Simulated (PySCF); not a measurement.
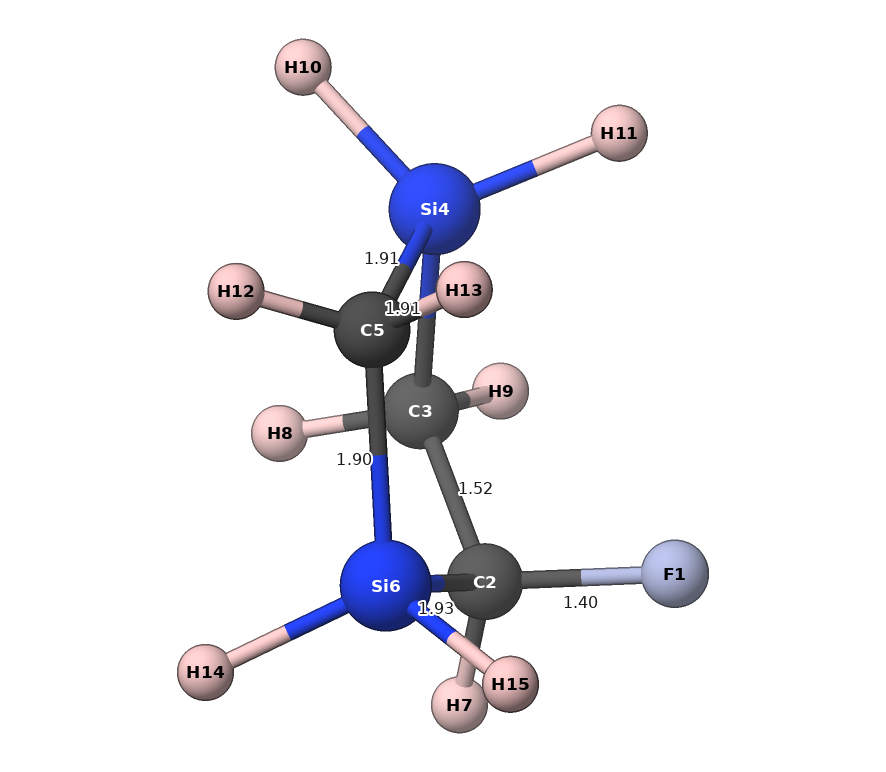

The numbers beside the sticks are distances in Å. Sticks don't show bond order. The computed structure is the end point of a GFN2-xTB optimisation. No frequency run is at hand to confirm it as a minimum.

Q: Which of the marked bonds are single, double, triple or aromatic?

A: F1–C2 single; C2–C3 single; C2–Si6 single; C3–Si4 single; Si4–C5 single; C5–Si6 single.

Q: Give the structure as SMILES.

A: F[C@@H]1C[SiH2]C[SiH2]1
